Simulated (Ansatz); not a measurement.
# SnH4 (SMILES [SnH4]) at 6 levels

We compute a comparison of 6 runs (HF/STO-3G, UHF/STO-3G, B3LYP/STO-3G, BLYP/STO-3G, UPBE/STO-3G, MP2/STO-3G) of SnH4. 

Program for the calculation: Ansatz 0.2.0.

32 further runs of the same task are left out: 3 that didn't finish, 29 set aside as unsound or not needed.

## 1. The structure to begin with

SnH4: 5 atoms, total charge 0, spin state singlet. As SMILES, `[SnH4]`. The H4–Sn1 distance was set to 4.259 Å, away from the relaxed value. At this shape a bond of the SMILES string is far longer than usual.

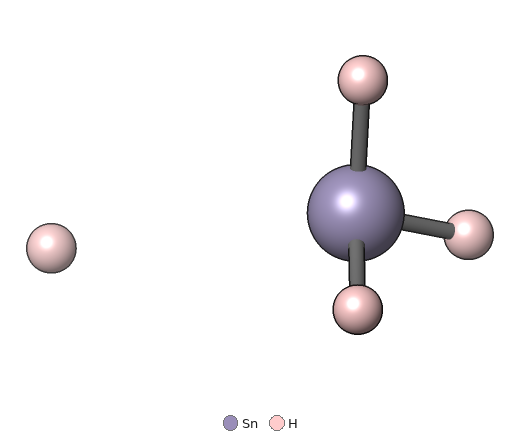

The structure, seen from a chosen angle (tin purple, hydrogen pink).

## 2. The energy at HF/STO-3G (run 1)

run.yaml reads:

```yaml
basis:
  gaussian:
    orbitals: STO-3G
crystal:
  periodic: [false, false, false]
  atoms:
    - symbol: Sn
      position_ang: [0.175289, 1.461934, 2.088827]
    - symbol: H
      position_ang: [0.999179, 0.608444, 3.311727]
    - symbol: H
      position_ang: [-1.388351, 1.865344, 2.631927]
    - symbol: H
      position_ang: [-0.116810, -0.974610, -1.392490]
    - symbol: H
      position_ang: [1.031729, 2.886564, 1.715147]
hamiltonian:
  xc: hf
accuracy: high
```

Launch:

```bash
$ ansatz run run.yaml --threads 1 --pin off --max-ram 3480MiB --events-out events.jsonl --progress --plain --runs-dir runs
```

Log:

```text
Warning: RAYON_NUM_THREADS=1 ignored (pool sized by the plan → 1); use --threads N
Functional definition: HF
  name "HF"
  exchange = exact_x
  correlation = 0
534 factors; integrals over basis functions are off by at most 4.9e-9 eV
mean field evaluation 1: about -162318.3945 eV, gradient 7.2e0 eV
mean field evaluation 2: about -162318.3766 eV, gradient 7.1e0 eV
mean field evaluation 4: about -162322.4351 eV, gradient 5.9e0 eV
mean field evaluation 8: about -162322.8260 eV, gradient 1.6e0 eV
mean field evaluation 16: about -162322.8532 eV, gradient 2.2e-8 eV
mean field -162322.85317683 eV, -5965.2548278667 hartree, gradient 2.2e-8 eV, S^2 0.000000; 1 other end points of the search recorded, 0 dependent functions left out
reference -162322.85317683 eV, -5965.2548278667 hartree; 27, 27 occupied and 4, 4 virtual orbitals, 534 factors
Total energy: -162322.85317683 eV, -5965.2548278667 hartree
```

It took 0.4 s on 1 thread of Arm Neoverse V2, shared host.

## 3. A single-point energy at UHF/STO-3G (run 2)

in.yaml reads:

```yaml
crystal:
  periodic: [false, false, false]
  atoms:
    - {symbol: Sn, position_ang: [0.175289, 1.461934, 2.088827]}
    - {symbol: H, position_ang: [0.999179, 0.608444, 3.311727]}
    - {symbol: H, position_ang: [-1.388351, 1.865344, 2.631927]}
    - {symbol: H, position_ang: [-0.116810, -0.974610, -1.392490]}
    - {symbol: H, position_ang: [1.031729, 2.886564, 1.715147]}
basis:
  gaussian: {orbitals: STO-3G}
magnetization: {spin_polarized: true}
accuracy: high
hamiltonian: {xc: hf}
```

Launch:

```bash
$ ansatz run in.yaml --threads 1 --pin off --max-ram 3480MiB --events-out events.jsonl --progress --plain --runs-dir runs
```

Log:

```text
Warning: RAYON_NUM_THREADS=1 ignored (pool sized by the plan → 1); use --threads N
[... 4 set-up lines as earlier in the session ...]
534 factors; integrals over basis functions are off by at most 4.9e-9 eV
mean field evaluation 1: about -162318.3945 eV, gradient 5.1e0 eV
mean field evaluation 2: about -162318.3766 eV, gradient 5.0e0 eV
mean field evaluation 4: about -162322.4356 eV, gradient 4.2e0 eV
mean field evaluation 8: about -162322.8259 eV, gradient 1.2e0 eV
mean field evaluation 16: about -162322.8532 eV, gradient 1.2e-5 eV
mean field evaluation 32: about -162328.3851 eV, gradient 3.1e-5 eV
mean field -162328.38505610 eV, -5965.4581206803 hartree, gradient 1.6e-8 eV, S^2 1.003254; 2 other end points of the search recorded, 0 dependent functions left out
reference -162328.38505610 eV, -5965.4581206803 hartree; 27, 27 occupied and 4, 4 virtual orbitals, 534 factors
Total energy: -162328.38505610 eV, -5965.4581206803 hartree
```

Wall time 0.66 s (1 thread of Arm Neoverse V2, shared host).

Runs 3 to 5 aren't shown in full; the table further down has their settings and results.

## 4. A single-point energy at MP2/STO-3G (run 6)

molecule.yaml reads:

```yaml
crystal:
  periodic: [false, false, false]
  atoms:
    - {symbol: Sn, position_ang: [0.175289, 1.461934, 2.088827]}
    - {symbol: H, position_ang: [0.999179, 0.608444, 3.311727]}
    - {symbol: H, position_ang: [-1.388351, 1.865344, 2.631927]}
    - {symbol: H, position_ang: [-0.116810, -0.974610, -1.392490]}
    - {symbol: H, position_ang: [1.031729, 2.886564, 1.715147]}
basis:
  gaussian:
    orbitals: STO-3G
correlation:
  method: mp2
  frozen_orbitals: {H: 0, Sn: 18}
accuracy: high
```

Launch:

```bash
$ ansatz run molecule.yaml --threads 1 --pin off --max-ram 3480MiB --events-out events.jsonl --progress --plain --runs-dir runs
```

Log (excerpt; [...] marks lines left out):

```text
Warning: RAYON_NUM_THREADS=1 ignored (pool sized by the plan → 1); use --threads N
[... 2 set-up lines as earlier in the session ...]
[...]
534 factors; integrals over basis functions are off by at most 4.9e-9 eV
[...]
mean field -162322.85317683 eV, -5965.2548278667 hartree, gradient 2.2e-8 eV, S^2 0.000000; 1 other end points of the search recorded, 0 dependent functions left out; unrestricted orbitals would lower it
unrestricted determinant -162328.38505610 eV, -5965.4581206803 hartree, S^2 1.0033
18 core orbitals not correlated: weight in the atoms' cores, before any rotation towards them, 1.000 or more for the frozen orbitals, at most 0.000 for the correlated occupied ones
reference -162322.85317683 eV, -5965.2548278667 hartree; 9, 9 occupied and 4, 4 virtual orbitals, 534 factors
second order -4.97898579 eV of doubles, -0.00000000 eV of singles
WARN: the method's energy lies above the unrestricted determinant's, so it is not that of the lowest state
Total energy: -162327.83216261 eV, -5965.4378022195 hartree
```

Run time: 0.52 s. Hardware: 1 thread of Arm Neoverse V2, shared host.

## 5. Overview of the runs

```csv
run,level,frozen core orbitals,energy (Eh),wall time
1,HF/STO-3G,–,-5965.254828,0.4 s
2,UHF/STO-3G,–,-5965.458121,0.66 s
3,B3LYP/STO-3G,–,-5967.456946,1.4 s
4,BLYP/STO-3G,–,-5967.325038,2.1 s
5,UPBE/STO-3G,–,-5966.904699,5.1 s
6,MP2/STO-3G,18,-5965.437802,0.52 s
```

## 6. Outcome

```
                                           quantity           value
                                run 6: total energy  -5965.43780 Eh
run 6: correlation energy (18 core orbitals frozen)      -183.0 mEh
```

**Reading.** Totals of different functionals can't be ranked against each other. In run 6 the log says that unrestricted orbitals would lower the reference, so the values rest on an unstable closed-shell determinant (other closed-shell runs at this shape may share the fault). In runs 1, 2, 3, 4, 5, 6 the basis is minimal, so the values are rough. In runs 1, 3, 4, 6 a closed-shell determinant meets a far-stretched bond, which it describes badly. In runs 1, 2, 3, 4, 5, 6 relativity is left out where basis or elements ask for it. Spin contamination of the reference: run 2 ⟨S²⟩ = 1.00, run 5 ⟨S²⟩ = 1.00. Where it is this large, the reference is a mixture of spin states, and values that rest on it are in doubt. All runs together took 10 s, the longest 5.1 s.
